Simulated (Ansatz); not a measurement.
## GaN, pressure series

Consider GaN in the wurtzite structure (space group P6_3mc, No. 186).

```xyz
4
Lattice="3.1518 0.0000 0.0000 -1.5759 2.7295 0.0000 0.0000 0.0000 5.1383" Properties=species:S:1:pos:R:3 pbc="T T T"
Ga     0.0000     1.8197     0.0015
Ga     1.5759     0.9098     2.5707
N      0.0000     1.8197     1.9356
N      1.5759     0.9098     4.5048
```

Cell and atoms are relaxed at each pressure.

All numbers come from plane-wave PAW DFT at the LDA level (Ansatz, a quantum-chemistry and plane-wave program, 420 eV), scalar-relativistic without spin-orbit coupling.

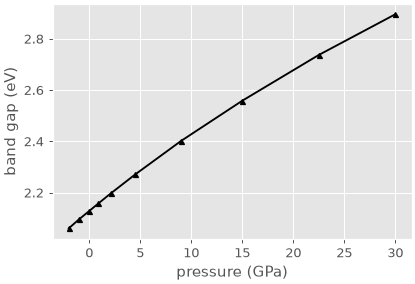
*Band gap against pressure*

```
pressure (GPa)  band gap
--------------  --------
-2               2.06 eV
-1               2.10 eV
0.9              2.16 eV
2.1              2.20 eV
4.5              2.27 eV
9                2.40 eV
15               2.56 eV
22.5             2.74 eV
30               2.90 eV
```

Load acts through the strain it causes; cell and atoms are relaxed under it. Whether these cells are dynamically stable was not tested. Tetrahedral semiconductors of this kind turn to denser phases somewhere between about 1 and 50 GPa; those were not computed, so compressed cells here can lie past the real transition.
